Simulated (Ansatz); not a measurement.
```sh
ansatz run in.yaml --threads 4 --pin off --events-out ev --progress --plain --max-ram 9574MiB
```

```yaml
crystal:
  periodic: [false, false, false]
  atoms:
    - {symbol: B, position_ang: [-0.624050, 0.199518, 0.253618]}
    - {symbol: O, position_ang: [-0.694949, 0.408330, -1.094532]}
    - {symbol: O, position_ang: [-1.696321, 0.492853, 1.047556]}
    - {symbol: O, position_ang: [0.519114, -0.302627, 0.807847]}
    - {symbol: H, position_ang: [0.118072, 0.165056, -1.542272]}
    - {symbol: H, position_ang: [-2.436697, 0.837633, 0.543941]}
    - {symbol: H, position_ang: [0.446436, -0.404125, 1.759202]}
basis:
  gaussian: {orbitals: def2-TZVPP}
correlation: {method: ccsd_t}
```

Work out the structure from the coordinates.

Formula BH3O3. The point group is C3h. All atoms lie on one plane. Coordination: 1 B trigonal planar; 3 O bent.

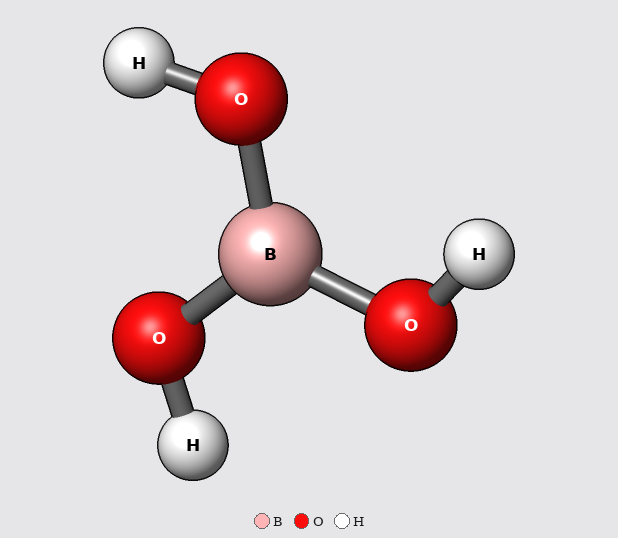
